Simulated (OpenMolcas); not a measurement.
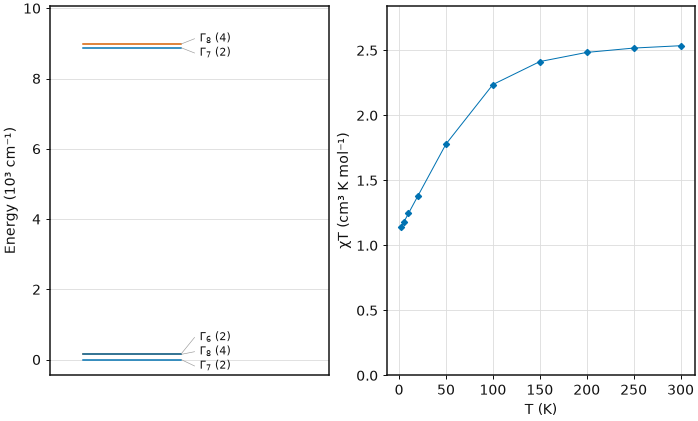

Levels of a 4f ion of charge +2 as a dopant in BaF₂, a cluster with its 8 nearest F⁻ at 2.713 Å (cube) embedded in model potentials and point charges; the geometry was set, not optimised. Labels give the representation in O, Td, D4 or D3 as the site allows (double group for half-integer spin) where it could be assigned and, in brackets, the degeneracy; spin-free states, where drawn, share the zero of the spin-orbit levels. Computed with OpenMolcas: state-averaged CASSCF, the open shell active, basis ANO-RCC-VDZP on all atoms, DKH2 scalar Hamiltonian, spin-orbit coupling by RASSI with atomic mean-field integrals. Powder susceptibility by Van Vleck's formula.

> Which ion is the dopant?

Tm²⁺ (4f¹³). The ground level is Γ₇, a Kramers doublet, 100 % from states of spin multiplicity 2. Its principal g values are 3.44, 3.44 and 3.44, isotropic. The next level lies at 152 cm⁻¹ (Γ₈). The lowest J multiplet spreads over 172 cm⁻¹. χT is 1.14 cm³ K mol⁻¹ at 2 K and 2.54 at 300 K, an effective moment of 4.50 μB. The active orbitals hold 100 % metal character (Löwdin), and the Mulliken charge of the metal is +1.80.

Caveat: the geometry is set by hand, with no relaxation and no charge compensation.
